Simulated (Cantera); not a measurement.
Charge: 1 mol MgCO₃, 0.58 mol H₂S, 0.13 mol O₂, at 7.50 Torr.

Cantera equilibrium calculation (NASA polynomials, part measured and part estimated; ideal gas, pure solids and liquids). Candidate condensed phases: C, C₆H₆, C₇H₈, C₈H₁₈, H₂O, H₂SO₄, Mg, MgCO₃, MgO, Mg(OH)₂, MgS, MgSO₄, S; 130 gas species. Gases not in the tables: S₃ to S₇. Rates play no part.

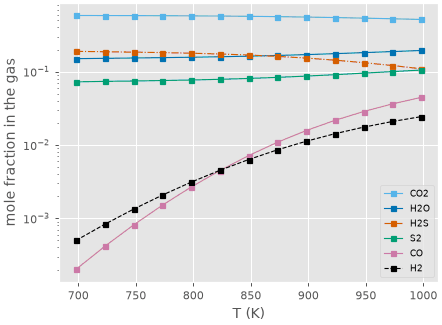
Figure: Equilibrium gas composition (values under 1e-9 drawn at 1e-9)

Task: Read off the mole fractions at 798 K.

Result: CO₂ about 0.58, H₂S about 0.18, H₂O about 0.16, S₂ about 0.077, H₂ about 0.0031, CO about 0.0027.
